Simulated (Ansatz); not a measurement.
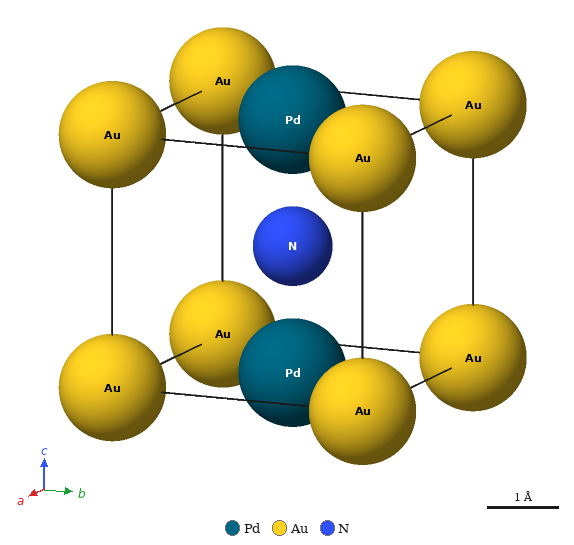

Structure drawing (spheres-only), viewed slightly off an axis. The edges of the simulation cell are marked.

```yaml
crystal:
  lattice:
    - [3.86085, 0.00000, 0.00000]
    - [0.00000, 3.86085, 0.00000]
    - [0.00000, 0.00000, 3.65668]
  atoms:
    - { symbol: Pd, position: [0.50000, 0.50000, 0.00000] }
    - { symbol: Au, position: [0.00000, 0.00000, 0.00000] }
    - { symbol: N, position: [0.50000, 0.50000, 0.50000] }
```

Run with DFT PBE, scalar-relativistic, plane waves, PAW (Ansatz) and these settings: E_cut = 420 eV, a 12×12×12 k-point grid, Gaussian smearing of 0.1 eV, no spin polarisation.

> What are the atomic charges by Bader's partition?

Pd +0.61 e; Au +0.03 e; N -0.64 e.

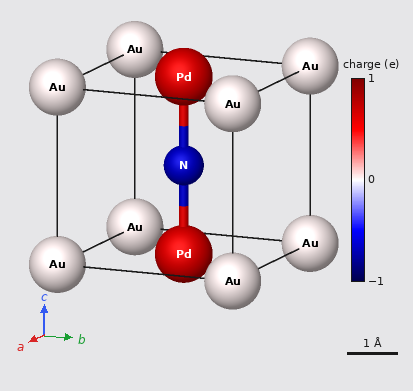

The atoms coloured by those charges.

The model was built from a random cell made by a generator, so it need not be a real form of the compound. Earlier steps of the study may have refined or changed the cell and positions. Ansatz was used for an electronic-structure calculation on it.
